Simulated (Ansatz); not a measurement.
**MgO (rock salt): frozen-phonon scan**

MgO (rock salt)

```
CELL_PARAMETERS angstrom
      0.00000     4.20438     4.20438
      2.10219     0.00000     2.10219
      2.10219     2.10219     0.00000
ATOMIC_POSITIONS crystal
  O  0.00000 0.00000 0.00000
  O  0.50000 0.00000 0.00000
  Mg 0.25000 0.50000 0.50000
  Mg 0.75000 0.50000 0.50000
```

The atoms are displaced by Q × the pattern below (from a DFPT mode at L = (0.5, 0.0, 0.0), largest move 1; Q in Å), at fixed cell. (q is in reciprocal vectors of the primitive cell; the cell shown is doubled to hold the pattern.)

| atom | x | y | z |
|---|---|---|---|
| Mg3 | 0.577 | -0.577 | -0.577 |
| Mg4 | -0.577 | 0.577 | 0.577 |

Atoms not listed stay in place.

These are r2SCAN (plane waves to 500 eV, PAW, scalar-relativistic; Ansatz, an electronic-structure program) values and carry that method's errors. k mesh 13×13×13 (Γ-centred), Fermi-Dirac smearing 0.05 eV. The energy includes the smearing's −TS. Compression counts positive. MgO was relaxed with its symmetry unable to fall. ΔE is measured from the undisplaced structure.

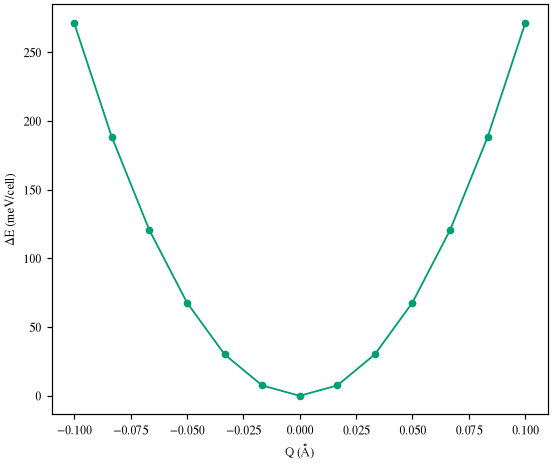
Fig. 1. ΔE (meV/cell) against Q (Å); computed points joined by lines.

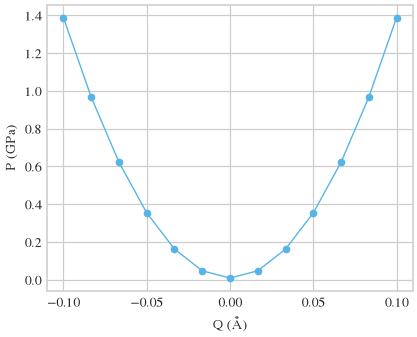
P (GPa) against Q (Å); one marker a computed point.

The energy at Q = 0.100 Å is 271.4 meV/cell. Space group of the distorted cell: R-3m (No. 166), lowered from Fm-3m. Symmetry of the curve: even: the same for both signs. Shape of the curve: a single well with its minimum at or next to zero displacement. Harmonic wavenumber from the curvature (finite differences): 551 cm⁻¹.

E″ = 54.32 eV/Å², M = Σ mᵢ|uᵢ|² = 48.6 u, ν̃ = 521.5·√(|E″|/M).

(A displaced cell: forces are minus the slopes of the energy, force constants its curvatures, and phonons follow from these.)
